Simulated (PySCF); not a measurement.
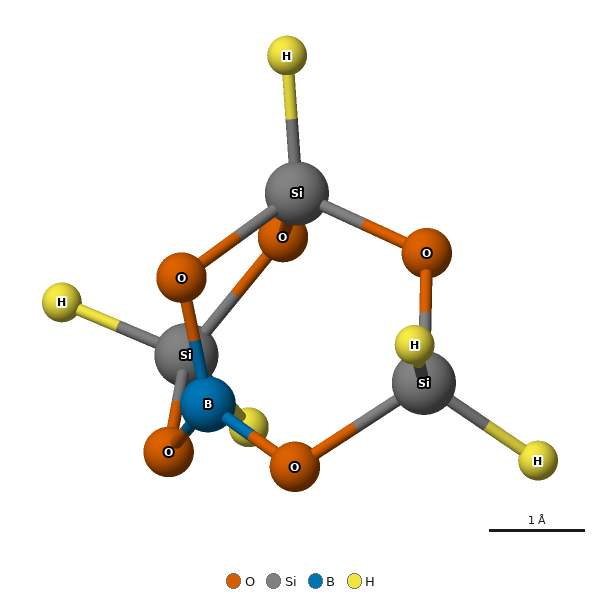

*The structure (ball-and-stick view, seen at a tilt).*

Bond lengths as drawn: B–O 1.37 to 1.40 Å, H–Si 1.47 to 1.48 Å and O–Si 1.66 to 1.68 Å.

**BSi₃H₅O₅: excited-state calculation**

- system: BSi₃H₅O₅, SMILES O1[SiH2]O[SiH]2O[SiH2]OB1O2
- method: TDDFT CAM-B3LYP/def2-SVPD, vertical, gas phase, core orbitals frozen in the response (PySCF 2.14.0)

The geometry comes from this level: PBE0-D3(BJ)/def2-SVP.

## Log
```
coarse grid: 14488 points
cycle   1  E = -1271.6739552600  dE =  1.761e+00  |g| = 1.405e+00  |ddm| = 6.647e+00
cycle   2  E = -1271.4886854154  dE =  1.853e-01  |g| = 1.759e+00  |ddm| = 6.093e+00
cycle   3  E = -1272.0433336152  dE = -5.546e-01  |g| = 8.289e-02  |ddm| = 2.992e+00
cycle   4  E = -1272.0440094346  dE = -6.758e-04  |g| = 6.724e-02  |ddm| = 2.520e-01
cycle   5  E = -1272.0448159686  dE = -8.065e-04  |g| = 1.092e-02  |ddm| = 1.261e-01
cycle   6  E = -1272.0448404988  dE = -2.453e-05  |g| = 1.562e-03  |ddm| = 3.462e-02
cycle   7  E = -1272.0448412149  dE = -7.161e-07  |g| = 4.019e-04  |ddm| = 6.235e-03
final grid: 129888 points
cycle   8  E = -1272.2459390526  dE = -2.559e-05  |g| = 2.203e-03  |ddm| = 6.944e-02
cycle   9  E = -1272.2459389389  dE =  1.137e-07  |g| = 2.509e-03  |ddm| = 9.478e-03
cycle  10  E = -1272.2459400382  dE = -1.099e-06  |g| = 3.512e-04  |ddm| = 3.933e-03
cycle  11  E = -1272.2459400616  dE = -2.340e-08  |g| = 1.258e-04  |ddm| = 9.388e-04
cycle  12  E = -1272.2459400653  dE = -3.735e-09  |g| = 2.301e-05  |ddm| = 3.593e-04
cycle  13  E = -1272.2459400654  dE = -9.004e-11  |g| = 1.387e-05  |ddm| = 6.501e-05
```

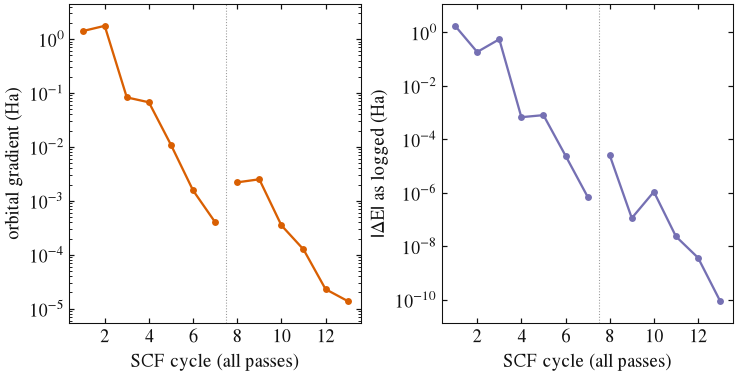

*Convergence of the self-consistent field: orbital gradient and size of the energy change against the SCF cycle. The dotted line marks the change from a coarse to the final integration grid.*

The first 7 cycles use a coarse grid, the final grid takes over at cycle 8, and the field converges after 13 cycles in all.

```
converged SCF energy = -1272.2459400654

Static polarisability (au): isotropic 86.563, principal 75.002 84.772 99.914

Singlet excitations
state   eV       nm        f      main configurations
  1   7.5133    165.0   0.01748   H->L 0.68
  2   7.8504    157.9   0.00126   H->L+1 0.61, H-1->L+3 0.19
  3   7.9206    156.5   0.00142   H->L+3 0.40, H-1->L+1 0.22, H-1->L 0.18
  4   8.1331    152.4   0.00045   H->L+2 0.21, H->L 0.13, H->L+1 0.10
  5   8.2023    151.2   0.00377   H-1->L 0.40, H->L+7 0.19, H-1->L+1 0.14
  6   8.4798    146.2   0.00667   H->L+2 0.32, H-2->L 0.19, H-3->L 0.18

Triplet excitations (Tamm-Dancoff, eV): 7.2185 7.4760
Vertical ionisation energy (delta-SCF) = 10.8318 eV
```

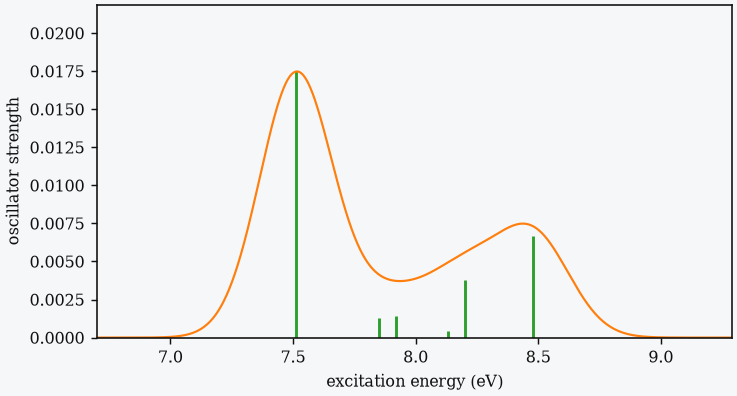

*Computed excitations as sticks (degenerate states added up, dark ones marked on the axis), with a Gaussian envelope of 0.35 eV full width at half maximum, scaled to the tallest.*

Of the 6 states the lowest lies at 7.51 eV (f = 0.017); the strongest line is at 7.51 eV, or 165 nm (f = 0.017).

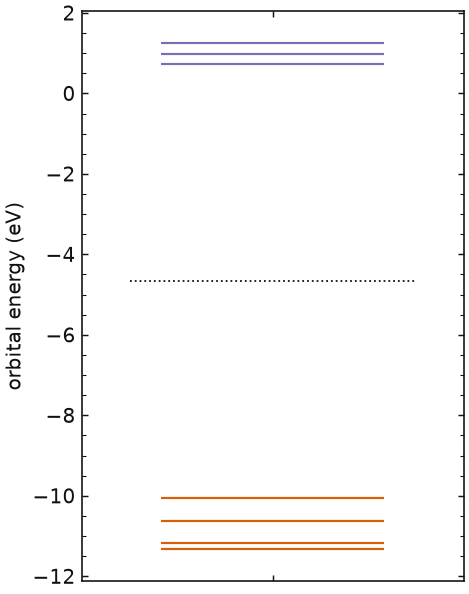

*Orbital energies near the frontier; the dotted line parts filled from empty levels, and levels within 0.02 eV of each other stand side by side.*

Highest filled −10.06 eV, lowest empty 0.72 eV, 10.78 eV apart.

This output came from the following input.

## Input file
```
{"job": {"kind": "uv", "xc": "CAM-B3LYP", "basis": "def2-SVPD", "nstates": 6, "ntriplets": 2, "ip": true}, "charge": 0, "multiplicity": 1}
O     -1.552057    -1.124241     0.180322
Si    -0.611348    -2.061915    -0.856484
O      0.841597    -1.241078    -1.056598
Si     1.425728    -0.171221     0.071220
O      0.378768    -0.406870     1.360087
B     -0.897185    -0.136454     0.862283
O     -1.310503     1.166213     0.808414
Si    -0.154884     2.286854     0.311499
O      1.111901     1.403351    -0.353084
H     -1.302946    -2.150694    -2.163156
H     -0.359217    -3.398036    -0.260578
H      2.842537    -0.399247     0.379984
H      0.333384     3.076189     1.470052
H     -0.752293     3.142541    -0.739565
```

The first line tells a small driver script what to run in PySCF; the rest is the geometry in Å.

Run as:
```bash
OMP_NUM_THREADS=1 python <driver script> task.json out
```

## Summary

| quantity | value |
| --- | --- |
| outcome | converged |
| total energy | −1272.245940 hartree |
| HOMO | −10.06 eV |
| LUMO | 0.72 eV |
| dipole moment | 1.04 D |
| mean polarisability | 86.56 a.u. |
| vertical ionisation energy | 10.83 eV |
| lowest singlet excitation | 7.51 eV |
| hardware | 1 CPU thread, shared host |
| wall time | 5.1 min |
| peak memory | 1.4 GiB |
